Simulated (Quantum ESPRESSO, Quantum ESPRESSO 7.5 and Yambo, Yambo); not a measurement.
## GaAs (F-43m): G0W0 with Yambo, start to end

Wanted: ground state, empty states, screening and self-energy for GaAs (F-43m).

Calculated with Quantum ESPRESSO 7.5 and Yambo 5.3.0; PBE and many-body steps on it, plane waves.

**What was measured.**

- Gap 1.51 eV: band-edge emission energy from PL (direct gap at Gamma); photoluminescence, 633 nm excitation; 77 K; bulk crystal (MBE GaAs matrix around a thin InAs wetting layer on semi-insulating GaAs (100)) (“Photoluminescence of InAs/GaAs quantum dots under direct two-photon excitation”, 2020, pmc:7331710).

- Gap 1.412 ± 0.01 eV: direct gap E0 at Gamma from ellipsometry; variable-angle spectroscopic ellipsometry, parametric critical-point fit; 300 K; bulk crystal (semi-insulating GaAs(001) reference substrate with native oxide) (“Evidence of valence band perturbations in GaAsN/GaAs(001): A combined variable-angle spectroscopic ellipsometry and modulated photoreflectance investigation”, 2008, arxiv:0805.2212).

- Gap 1.418 ± 0.005 eV: direct gap E0 at Gamma from PR; modulated photoreflectance, low-field lineshape fit; 300 K; bulk crystal (semi-insulating GaAs(001) reference substrate) (“Evidence of valence band perturbations in GaAsN/GaAs(001): A combined variable-angle spectroscopic ellipsometry and modulated photoreflectance investigation”, 2008, arxiv:0805.2212).

- Gap 1.42 eV: fundamental direct gap E0 at Gamma, seen as sharp points in Psi and Delta; spectroscopic ellipsometry; 300 K; bulk crystal (semi-insulating GaAs (100) substrate) (“Ellipsometric study of the Electronic Structure of GaMnAs and LT-GaAs”, 2004, arxiv:cond-mat/0404304).

**1. The starting structure**

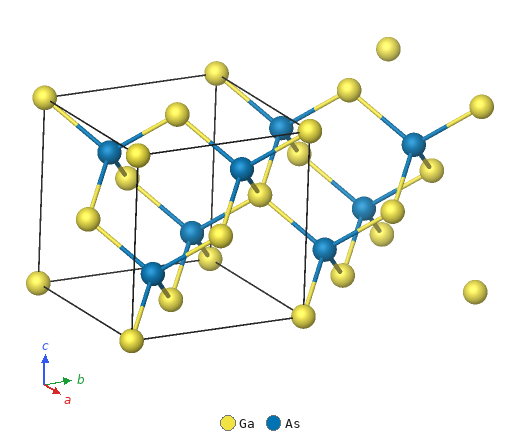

Start, viewed slightly off an axis; gallium yellow, arsenic blue. 1×2×1 cells are drawn. This picture shows the conventional cell, with its axes. Bonds to atoms that aren't drawn are left out. Some periodic images of atoms are drawn too.

The cell and positions come from the Crystallography Open Database and are kept as given unless a step says otherwise.

**2. Ground state**

This step: Quantum ESPRESSO 7.5; DFT, PBE, plane waves, norm-conserving pseudopotentials.

The ground-state density comes first.

The input, pw.in:

```
&control
  calculation = 'scf'
  prefix = 'x'
  outdir = 'o'
  pseudo_dir = 'pseudo'
/
&system
  ibrav = 0
  nat = 2
  ntyp = 2
  ecutwfc = 104.0
  nbnd = 27
  force_symmorphic = .true.
/
&electrons
  conv_thr = 1e-10
  electron_maxstep = 80
  mixing_beta = 0.5
/
ATOMIC_SPECIES
  Ga 69.723 Ga.upf
  As 74.922 As.upf
CELL_PARAMETERS angstrom
  0.0000000000 2.8268500000 2.8268500000
  2.8268500000 0.0000000000 2.8268500000
  2.8268500000 2.8268500000 -0.0000000000
ATOMIC_POSITIONS crystal
  Ga 0.0000000000 0.0000000000 0.0000000000
  As 0.2500000000 0.2500000000 0.2500000000
K_POINTS automatic
  6 6 6 0 0 0
```

The run is started by

```bash
$ OMP_NUM_THREADS=1 mpirun -n 8 pw.x -nk 8 -in pw.in > pw.out
```

Log:

```text
Program PWSCF v.7.5 starts

     This program is part of the open-source Quantum ESPRESSO suite
     for quantum simulation of materials; please cite
         "P. Giannozzi et al., J. Phys.:Condens. Matter 21 395502 (2009);
         "P. Giannozzi et al., J. Phys.:Condens. Matter 29 465901 (2017);
         "P. Giannozzi et al., J. Chem. Phys. 152 154105 (2020);
     in publications or presentations arising from this work. More details at
     Message from routine setup:
     using ibrav=0 with symmetry is DISCOURAGED, use correct ibrav instead

     G-vector sticks info

     bravais-lattice index     =            0
     lattice parameter (alat)  =       7.5547  a.u.
     unit-cell volume          =     304.8842 (a.u.)^3
     number of atoms/cell      =            2
     number of atomic types    =            2
     number of electrons       =        44.00
     number of Kohn-Sham states=           27
     kinetic-energy cutoff     =     104.0000  Ry
     charge density cutoff     =     416.0000  Ry
     scf convergence threshold =      1.0E-10
     mixing beta               =       0.5000
     number of iterations used =            8  plain     mixing
     Exchange-correlation= PBE
                           (   1   4   3   4   0   0   0)

     celldm(1)=   7.554690  celldm(2)=   0.000000  celldm(3)=   0.000000
     celldm(4)=   0.000000  celldm(5)=   0.000000  celldm(6)=   0.000000

     crystal axes: (cart. coord. in units of alat)
               a(1) = (   0.000000   0.707107   0.707107 )
               a(2) = (   0.707107   0.000000   0.707107 )
               a(3) = (   0.707107   0.707107  -0.000000 )

     reciprocal axes: (cart. coord. in units 2 pi/alat)
               b(1) = ( -0.707107  0.707107  0.707107 )
               b(2) = (  0.707107 -0.707107  0.707107 )
               b(3) = (  0.707107  0.707107 -0.707107 )
     Pseudo is Norm-conserving + core correction, Zval = 21.0
     Generated using ONCVPSP code by D. R. Hamann
     Using radial grid of 1902 points,  6 beta functions with:
     Pseudo is Norm-conserving + core correction, Zval = 23.0
     Generated using ONCVPSP code by D. R. Hamann
     Using radial grid of 1358 points,  6 beta functions with:
     Ga               21.00    69.72300     Ga( 1.00)
     As               23.00    74.92200     As( 1.00)

     24 Sym. Ops. (no inversion) found

   Cartesian axes

     site n.     atom                  positions (alat units)
         1        Ga     tau(   1) = (   0.0000000   0.0000000   0.0000000  )
         2        As     tau(   2) = (   0.3535534   0.3535534   0.3535534  )

     number of k points=    16
                       cart. coord. in units 2pi/alat
        k(    1) = (   0.0000000   0.0000000   0.0000000), wk =   0.0092593
        k(    2) = (   0.1178511   0.1178511  -0.1178511), wk =   0.0740741
        k(    3) = (   0.2357023   0.2357023  -0.2357023), wk =   0.0740741
        k(    4) = (  -0.3535534  -0.3535534   0.3535534), wk =   0.0370370
        k(    5) = (   0.2357023   0.0000000  -0.0000000), wk =   0.0555556
        k(    6) = (   0.3535534   0.1178511  -0.1178511), wk =   0.2222222
        k(    7) = (  -0.2357023  -0.4714045   0.4714045), wk =   0.2222222
        k(    8) = (  -0.1178511  -0.3535534   0.3535534), wk =   0.2222222
        k(    9) = (   0.0000000  -0.2357023   0.2357023), wk =   0.1111111
        k(   10) = (   0.4714045   0.0000000  -0.0000000), wk =   0.0555556
     [... 4 further rows ...]
        k(   15) = (  -0.1178511  -0.3535534   0.5892557), wk =   0.2222222
        k(   16) = (  -0.7071068   0.2357023   0.0000000), wk =   0.1111111

     Dense  grid:    43655 G-vectors     FFT dimensions: (  50,  50,  50)

     Initial potential from superposition of free atoms

     starting charge      43.9971, renormalised to      44.0000
     Starting wfcs are   26 randomized atomic wfcs +    1 random wfcs

     per-process dynamical memory:    35.2 Mb

     Self-consistent Calculation

     iteration #  1     ecut=   104.00 Ry     beta= 0.50

     Threshold (ethr) on eigenvalues was too large:
     Diagonalizing with lowered threshold

     total energy              =   -1107.20737878 Ry
     estimated scf accuracy    <       0.05039060 Ry

     iteration #  2     ecut=   104.00 Ry     beta= 0.50

     total energy              =   -1107.21379167 Ry
     estimated scf accuracy    <       0.00645612 Ry

     iteration #  3     ecut=   104.00 Ry     beta= 0.50

     total energy              =   -1107.21415462 Ry
     estimated scf accuracy    <       0.00109591 Ry

     iteration #  4     ecut=   104.00 Ry     beta= 0.50

     total energy              =   -1107.21420482 Ry
     estimated scf accuracy    <       0.00002494 Ry

     iteration #  5     ecut=   104.00 Ry     beta= 0.50

     total energy              =   -1107.21420988 Ry
     estimated scf accuracy    <       0.00000170 Ry

     iteration #  6     ecut=   104.00 Ry     beta= 0.50

     total energy              =   -1107.21421028 Ry
     estimated scf accuracy    <       0.00000013 Ry

     iteration #  7     ecut=   104.00 Ry     beta= 0.50

     total energy              =   -1107.21421032 Ry
     estimated scf accuracy    <       0.00000003 Ry

     iteration #  8     ecut=   104.00 Ry     beta= 0.50

     total energy              =   -1107.21421032 Ry
     estimated scf accuracy    <          6.8E-10 Ry

     iteration #  9     ecut=   104.00 Ry     beta= 0.50

     total energy              =   -1107.21421032 Ry
     estimated scf accuracy    <          2.8E-10 Ry

     iteration # 10     ecut=   104.00 Ry     beta= 0.50

     End of self-consistent calculation

          k = 0.0000 0.0000 0.0000 (  5577 PWs)   bands (ev):

  -174.9302-133.8474-118.3121-118.3121-118.3121 -84.5719 -84.5719 -84.5719
   -25.3230 -25.3230 -25.3230 -25.3139 -25.3139  -4.9669  -4.9669  -4.9669
    -4.8900  -4.8900  -2.8986   9.8275   9.8275   9.8275  10.3456  13.5642
    13.5642  13.5642  17.4293

          k = 0.1179 0.1179-0.1179 (  5468 PWs)   bands (ev):

  -174.9302-133.8474-118.3121-118.3121-118.3121 -84.5717 -84.5717 -84.5717
   -25.3229 -25.3227 -25.3227 -25.3138 -25.3138  -4.9893  -4.9604  -4.9604
    -4.8897  -4.8897  -2.5782   7.1174   9.4474   9.4474  11.4632  14.1115
    14.1115  14.5145  18.7830

          k = 0.2357 0.2357-0.2357 (  5450 PWs)   bands (ev):

  -174.9302-133.8474-118.3121-118.3121-118.3121 -84.5717 -84.5717 -84.5717
   -25.3228 -25.3223 -25.3223 -25.3137 -25.3137  -5.0291  -4.9507  -4.9507
    -4.8878  -4.8878  -1.7513   4.4525   8.9016   8.9016  11.0469  14.5309
    14.5309  17.0827  18.6033

          k =-0.3536-0.3536 0.3536 (  5444 PWs)   bands (ev):

     [... further k-points ...]

     highest occupied, lowest unoccupied level (ev):     9.8275   10.3456

!    total energy              =   -1107.21421032 Ry
     estimated scf accuracy    <          4.4E-12 Ry

     The total energy is the sum of the following terms:
     one-electron contribution =    -990.29940479 Ry
     hartree contribution      =     478.90442222 Ry
     xc contribution           =    -107.04971809 Ry
     ewald contribution        =    -488.76950967 Ry

     convergence has been achieved in  10 iterations

     XML data file, charge density, pseudopotentials, collected wavefunctions

=------------------------------------------------------------------------------=
   JOB DONE.
=------------------------------------------------------------------------------=
```

Wall time 5.9 s (8 MPI ranks of AMD EPYC 7R43, shared host); peak memory 0.65 GiB; 45 s of CPU time.

This step gave:

```yaml
total_energy: -15064.4168 eV
gap: 0.5181 eV
k_of_the_valence_top: 0, 0, 0
k_of_the_conduction_bottom: 0, 0, 0
least_direct_gap: 0.5181 eV
```

The gap is direct, at Γ.

**3. Bands along the symmetry lines**

Levels along a band path, at the cheap level, show where the edges lie and whether the meshes to come will hold them.

The input, pw.in:

```
&control
  calculation = 'bands'
  prefix = 'x'
  outdir = 'o'
  pseudo_dir = 'pseudo'
/
&system
  ibrav = 0
  nat = 2
  ntyp = 2
  ecutwfc = 104.0
  nbnd = 28
  force_symmorphic = .true.
/
&electrons
  conv_thr = 1e-9
  electron_maxstep = 80
  diago_full_acc = .true.
  diago_thr_init = 5e-6
/
ATOMIC_SPECIES
  Ga 69.723 Ga.upf
  As 74.922 As.upf
CELL_PARAMETERS angstrom
  0.0000000000 2.8268500000 2.8268500000
  2.8268500000 0.0000000000 2.8268500000
  2.8268500000 2.8268500000 -0.0000000000
ATOMIC_POSITIONS crystal
  Ga 0.0000000000 0.0000000000 0.0000000000
  As 0.2500000000 0.2500000000 0.2500000000
K_POINTS crystal
  50
  0.00000000 0.00000000 0.00000000 1
  -0.06250000 -0.06250000 0.00000000 1
  -0.12500000 -0.12500000 0.00000000 1
  -0.18750000 -0.18750000 0.00000000 1
  -0.25000000 -0.25000000 0.00000000 1
  -0.31250000 -0.31250000 0.00000000 1
  -0.37500000 -0.37500000 0.00000000 1
  -0.43750000 -0.43750000 0.00000000 1
  -0.50000000 -0.50000000 0.00000000 1
  -0.48437500 -0.48437500 0.03125000 1
  -0.46875000 -0.46875000 0.06250000 1
  -0.45312500 -0.45312500 0.09375000 1
  -0.43750000 -0.43750000 0.12500000 1
  -0.42187500 -0.42187500 0.15625000 1
  -0.40625000 -0.40625000 0.18750000 1
  -0.39062500 -0.39062500 0.21875000 1
  -0.37500000 -0.37500000 0.25000000 1
  -0.37500000 0.00000000 0.37500000 1
  -0.32812500 0.00000000 0.32812500 1
  -0.28125000 0.00000000 0.28125000 1
  -0.23437500 0.00000000 0.23437500 1
  -0.18750000 0.00000000 0.18750000 1
  -0.14062500 0.00000000 0.14062500 1
  -0.09375000 0.00000000 0.09375000 1
  -0.04687500 0.00000000 0.04687500 1
  0.00000000 0.00000000 0.00000000 1
  0.00000000 0.00000000 0.06250000 1
  0.00000000 0.00000000 0.12500000 1
  0.00000000 0.00000000 0.18750000 1
  0.00000000 0.00000000 0.25000000 1
  0.00000000 0.00000000 0.31250000 1
  0.00000000 0.00000000 0.37500000 1
  0.00000000 0.00000000 0.43750000 1
  -0.00000000 -0.00000000 0.50000000 1
  -0.06250000 -0.03125000 0.46875000 1
  -0.12500000 -0.06250000 0.43750000 1
  -0.18750000 -0.09375000 0.40625000 1
  -0.25000000 -0.12500000 0.37500000 1
  -0.31250000 -0.15625000 0.34375000 1
  -0.37500000 -0.18750000 0.31250000 1
  -0.43750000 -0.21875000 0.28125000 1
  -0.50000000 -0.25000000 0.25000000 1
  -0.50000000 -0.28125000 0.21875000 1
  -0.50000000 -0.31250000 0.18750000 1
  -0.50000000 -0.34375000 0.15625000 1
  -0.50000000 -0.37500000 0.12500000 1
  -0.50000000 -0.40625000 0.09375000 1
  -0.50000000 -0.43750000 0.06250000 1
  -0.50000000 -0.46875000 0.03125000 1
  -0.50000000 -0.50000000 0.00000000 1
```

Log:

```text
[banner, memory and clock lines left out]
Program PWSCF v.7.5 starts

     Atomic positions and unit cell read from directory:
     o/x.save/

     Message from routine setup:
     using ibrav=0 with symmetry is DISCOURAGED, use correct ibrav instead

     G-vector sticks info

     bravais-lattice index     =            0
     lattice parameter (alat)  =       7.5547  a.u.
     unit-cell volume          =     304.8842 (a.u.)^3
     number of atoms/cell      =            2
     number of atomic types    =            2
     number of electrons       =        44.00
     number of Kohn-Sham states=           28
     kinetic-energy cutoff     =     104.0000  Ry
     charge density cutoff     =     416.0000  Ry
     Exchange-correlation= PBE
                           (   1   4   3   4   0   0   0)

     celldm(1)=   7.554690  celldm(2)=   0.000000  celldm(3)=   0.000000
     celldm(4)=   0.000000  celldm(5)=   0.000000  celldm(6)=   0.000000

     crystal axes: (cart. coord. in units of alat)
               a(1) = (   0.000000   0.707107   0.707107 )
               a(2) = (   0.707107   0.000000   0.707107 )
               a(3) = (   0.707107   0.707107  -0.000000 )

     reciprocal axes: (cart. coord. in units 2 pi/alat)
               b(1) = ( -0.707107  0.707107  0.707107 )
               b(2) = (  0.707107 -0.707107  0.707107 )
               b(3) = (  0.707107  0.707107 -0.707107 )
     Pseudo is Norm-conserving + core correction, Zval = 21.0
     Generated using ONCVPSP code by D. R. Hamann
     Using radial grid of 1902 points,  6 beta functions with:
     Pseudo is Norm-conserving + core correction, Zval = 23.0
     Generated using ONCVPSP code by D. R. Hamann
     Using radial grid of 1358 points,  6 beta functions with:
     Ga               21.00    69.72300     Ga( 1.00)
     As               23.00    74.92200     As( 1.00)

     24 Sym. Ops. (no inversion) found

   Cartesian axes

     site n.     atom                  positions (alat units)
         1        Ga     tau(   1) = (   0.0000000   0.0000000   0.0000000  )
         2        As     tau(   2) = (   0.3535534   0.3535534   0.3535534  )

     number of k points=    50
                       cart. coord. in units 2pi/alat
        k(    1) = (   0.0000000   0.0000000   0.0000000), wk =   0.0400000
        k(    2) = (   0.0000000   0.0000000  -0.0883883), wk =   0.0400000
        k(    3) = (   0.0000000   0.0000000  -0.1767767), wk =   0.0400000
[...]
[... 38 further rows ...]
        k(   49) = (   0.0441942  -0.0000000  -0.7071068), wk =   0.0400000
        k(   50) = (   0.0000000   0.0000000  -0.7071068), wk =   0.0400000

     Dense  grid:    43655 G-vectors     FFT dimensions: (  50,  50,  50)

     The potential is recalculated from file :
     o/x.save/charge-density

     Starting wfcs are   26 randomized atomic wfcs +    2 random wfcs

     Band Structure Calculation

     End of band structure calculation

          k = 0.0000 0.0000 0.0000 (  5577 PWs)   bands (ev):

  -174.9302-133.8473-118.3121-118.3121-118.3121 -84.5719 -84.5719 -84.5719
   -25.3230 -25.3230 -25.3230 -25.3139 -25.3139  -4.9669  -4.9669  -4.9669
    -4.8900  -4.8899  -2.8987   9.8275   9.8275   9.8275  10.3456  13.5642
    13.5642  13.5642  17.4293  19.9896

          k = 0.0000 0.0000-0.0884 (  5493 PWs)   bands (ev):

  -174.9302-133.8473-118.3121-118.3121-118.3121 -84.5718 -84.5718 -84.5716
   -25.3230 -25.3229 -25.3229 -25.3139 -25.3139  -4.9724  -4.9645  -4.9645
[...]
13.8379  13.8379  17.7842  19.1099

          k = 0.0000 0.0000-0.1768 (  5481 PWs)   bands (ev):

  -174.9302-133.8473-118.3121-118.3121-118.3121 -84.5717 -84.5717 -84.5717
[...]
14.5248  14.5248  17.8744  18.7335

          k = 0.0000 0.0000-0.2652 (  5457 PWs)   bands (ev):

[...]
k =-0.0000-0.0000-0.4419 (  5465 PWs)   bands (ev):

[...]
k =-0.0000-0.0000-0.6187 (  5458 PWs)   bands (ev):

[...]
k = 0.5303-0.0000-0.5303 (  5452 PWs)   bands (ev):

[...]
k = 0.3977-0.0000-0.3977 (  5444 PWs)   bands (ev):

[...]
k = 0.2652-0.0000-0.2652 (  5444 PWs)   bands (ev):

[...]
k = 0.0000 0.0000 0.0000 (  5577 PWs)   bands (ev):

[...]
k = 0.1326 0.0000-0.7071 (  5460 PWs)   bands (ev):

[...]
k = 0.0884-0.0000-0.7071 (  5456 PWs)   bands (ev):

[...]
k = 0.0442-0.0000-0.7071 (  5458 PWs)   bands (ev):

  -174.9302-133.8473-118.3121-118.3121-118.3121 -84.5718 -84.5717 -84.5717
[...]
19.8360  19.8531  20.8126  22.7122

          k = 0.0000 0.0000-0.7071 (  5434 PWs)   bands (ev):

  -174.9302-133.8473-118.3121-118.3121-118.3121 -84.5717 -84.5717 -84.5717
   -25.3239 -25.3212 -25.3212 -25.3144 -25.3129  -5.0786  -4.9169  -4.9169
    -4.9153  -4.8771  -0.3967   3.0132   7.1516   7.1516  11.2971  11.4903
    20.0046  20.0046  20.8150  23.1524

     XML data file, pseudopotentials, collected wavefunctions
```

Wall time 4 s (8 MPI ranks); peak memory 0.61 GiB; 29 s of CPU time.

Numbers from this step:

| Item | Value |
| --- | --- |
| gap | 0.5181 eV |
| k of the valence top | 0, 0, 0 |
| k of the conduction bottom | 0, 0, 0 |
| least direct gap | 0.5181 eV |

The gap is 0.518 eV, as in the run before at this level.

Electronic bands along the path, in eV, zero at the top of the highest filled band:

| point | band 19 | band 20 | band 21 | band 22 | band 23 | band 24 | band 25 | band 26 |
| --- | --- | --- | --- | --- | --- | --- | --- | --- |
| Γ | -12.73 | 0.00 | 0.00 | 0.00 | 0.52 | 3.74 | 3.74 | 3.74 |
| X | -10.22 | -6.81 | -2.68 | -2.68 | 1.47 | 1.66 | 10.18 | 10.18 |
| U | -10.26 | -6.63 | -3.86 | -2.26 | 1.97 | 4.64 | 7.96 | 8.07 |
| jump to K | -10.26 | -6.63 | -3.86 | -2.26 | 1.97 | 4.64 | 7.96 | 8.07 |
| Γ | -12.73 | 0.00 | 0.00 | 0.00 | 0.52 | 3.74 | 3.74 | 3.74 |
| L | -10.96 | -6.63 | -1.14 | -1.14 | 1.00 | 4.64 | 4.64 | 7.76 |
| W | -10.17 | -6.63 | -3.53 | -3.34 | 4.62 | 4.73 | 5.42 | 6.05 |
| X | -10.22 | -6.81 | -2.68 | -2.68 | 1.47 | 1.66 | 10.18 | 10.18 |

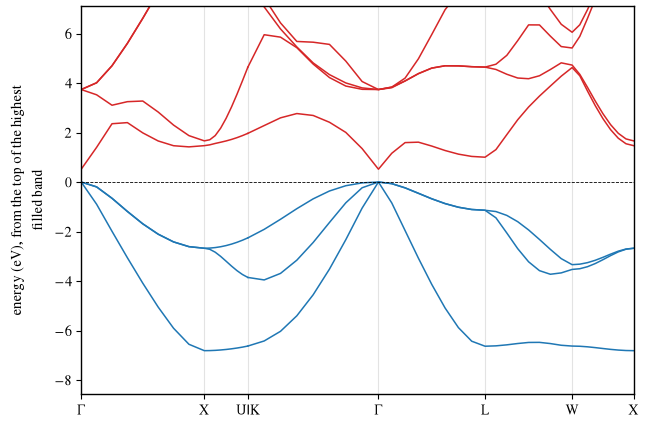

Electronic bands along the path; lines of filled and empty bands in two colours.

(Part 1 of 3 ends here.)

[Paths, hosts, dates, memory and timing lines, banners, echoed tables and standing remarks are left out of the program output.]

[Logs are printed without paths, hosts, clocks, repeated set-up lines and the standing remarks that a program may print on its own settings, such as how far it seeks lower states.]

[Runs of the session that timed out or met a known fault of the program may be left out.]

[Hosts, paths, dates, database ids (printed as entryN), source tags and the programs' standing remarks are cut or masked in the printed files.]
